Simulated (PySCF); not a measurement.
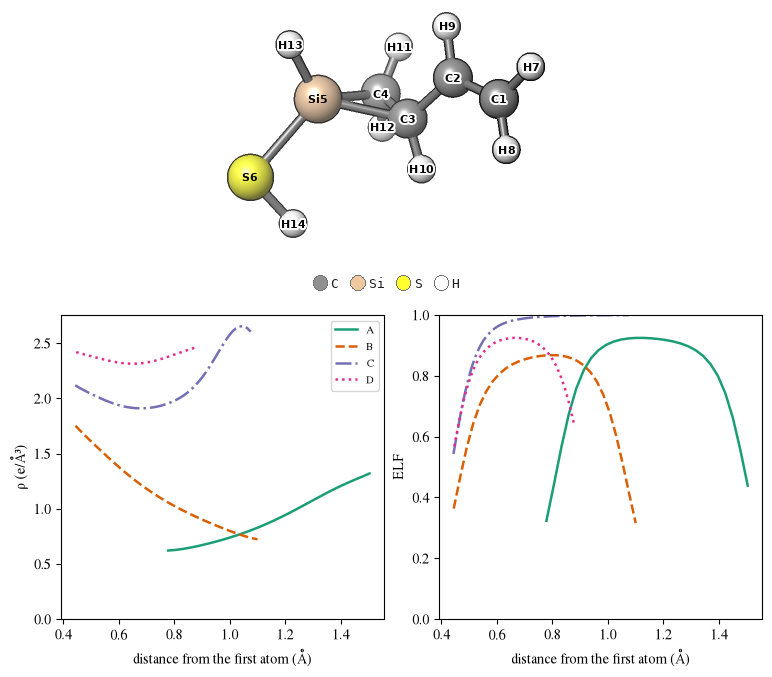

*C4H8SSi. Electron density and ELF along straight lines between neighbouring atoms. The curves leave out the atomic cores. The structure is drawn too.*

Geometry: GFN2-xTB.

Level of theory: PBE0/def2-SVPD, SCF density, gas phase (PySCF 2.14.0).

```yaml
atoms:
  - { symbol: C, position_ang: [-2.4026, 0.6667, -0.6779] }
  - { symbol: C, position_ang: [-1.3931, 0.5798, 0.1765] }
  - { symbol: C, position_ang: [-0.0757, 0.0379, -0.1417] }
  - { symbol: C, position_ang: [0.7322, -0.6252, 1.0028] }
  - { symbol: Si, position_ang: [1.5009, 0.9661, 0.3826] }
  - { symbol: S, position_ang: [3.2208, 0.8755, -0.9010] }
  - { symbol: H, position_ang: [-3.3523, 1.0862, -0.3961] }
  - { symbol: H, position_ang: [-2.3141, 0.3227, -1.6954] }
  - { symbol: H, position_ang: [-1.5119, 0.9385, 1.1913] }
  - { symbol: H, position_ang: [-0.0551, -0.4944, -1.0880] }
  - { symbol: H, position_ang: [0.2283, -0.6391, 1.9591] }
  - { symbol: H, position_ang: [1.1620, -1.5909, 0.7717] }
  - { symbol: H, position_ang: [1.5102, 2.2111, 1.1108] }
  - { symbol: H, position_ang: [2.7496, -0.0554, -1.7168] }
```

### Which curve belongs to which contact (C–C, C–H, C–Si and Si–S)? The first atom named is at distance zero.

Curve A: Si–S (2.15 Å): ρ is about 0.8 e/Å³ halfway; the ELF peaks at about 0.90 between the atoms: a covalent bond. Curve B: C–Si (1.87 Å): ρ is about 0.86 e/Å³ halfway; the ELF peaks at about 0.85 between the atoms (localised, covalent bonding). Curve C: C–H (1.08 Å): the density is about 2 e/Å³ at the midpoint; the ELF climbs to about 1 towards the hydrogen, as it does in any bond to H; an ordinary covalent bond to hydrogen. Curve D: C–C (1.33 Å): the density is about 2.3 e/Å³ at the midpoint; the ELF peaks at about 0.90 between the atoms (a multiple bond).
